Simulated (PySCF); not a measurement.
C2H11NP2Si (SMILES CN(C)[SiH](P)P)

```xyz
17

C    -1.3241   -1.3719   -0.0506
N    -0.6739   -0.0853    0.0253
C    -1.6036    1.0132   -0.0603
Si    0.9993    0.1074   -0.3298
P     1.8899    1.9339    0.6518
P     1.9717   -1.7495    0.4820
H    -1.8035   -1.5246   -1.0236
H    -0.5879   -2.1597    0.1055
H    -2.0875   -1.4469    0.7273
H    -2.3588    0.9232    0.7247
H    -1.0726    1.9528    0.0719
H    -2.1152    1.0367   -1.0287
H     1.2999    0.2931   -1.7728
H     1.0338    2.8242    0.0368
H     1.1089    1.8682    1.7887
H     3.2510   -1.2403    0.3939
H     2.0656   -2.3626   -0.7521
```

Geometry: GFN2-xTB.

Method: PySCF 2.14.0, PBE0/pcSseg-1, SCF density, gas phase, non-relativistic.

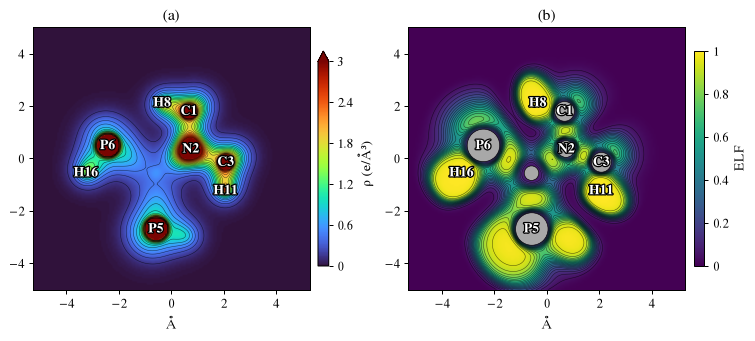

Figure 1. (a) total electron density; (b) ELF on the plane of atoms N2, C3 and H11. Grey discs cover the atomic cores in the ELF map.

### Read the bonding off the picture.

Atoms in the plane: C, N, P and H.
C–N (1.44 Å): ρ is about 1.9 e/Å³ halfway; the ELF peaks at about 0.90 between the atoms (a covalent bond).
C–H (1.09 Å): the density is about 2 e/Å³ at the midpoint; the ELF climbs to about 1 towards the hydrogen, as it does in any bond to H: an ordinary covalent bond to hydrogen.
P–H (1.38 Å): ρ is about 1.1 e/Å³ halfway; the ELF climbs to about 1 towards the hydrogen.
The ELF also peaks beside P5, away from the bonds: lone-pair regions.

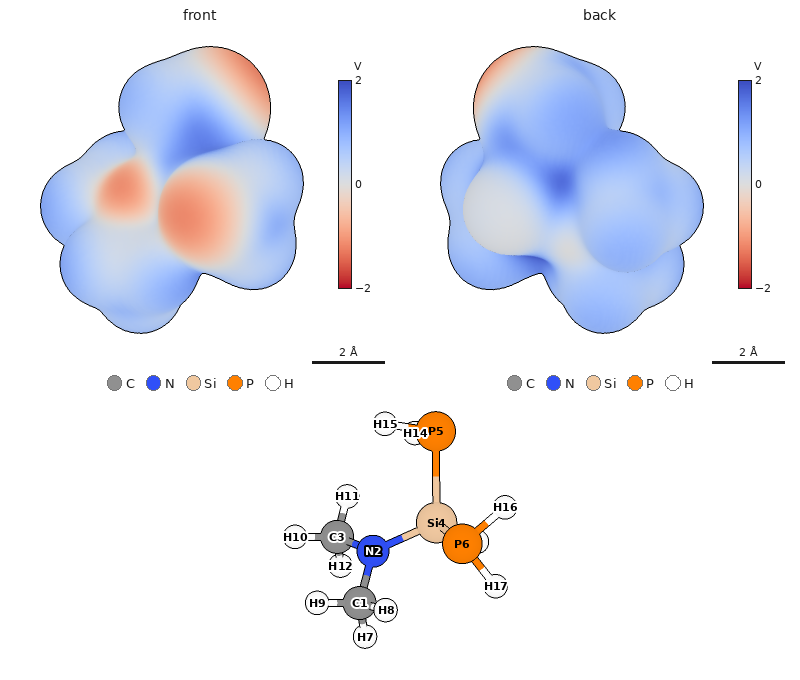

Figure 2. The electrostatic potential painted on the density surface at 0.004 e/bohr³, seen from the front and from behind; the colour scale runs from red (negative) to blue (positive). The bare structure is drawn below in the same view.

### Where is the surface potential most negative and most positive?

The most negative region (about −1.1 V, or −25 kcal/mol for a unit charge) lies over P5 and P6, the most positive (about +1.7 V, or +39 kcal/mol for a unit charge) over Si4.

### What dipole moment does the calculation give?

Its dipole moment is 2.01 D.
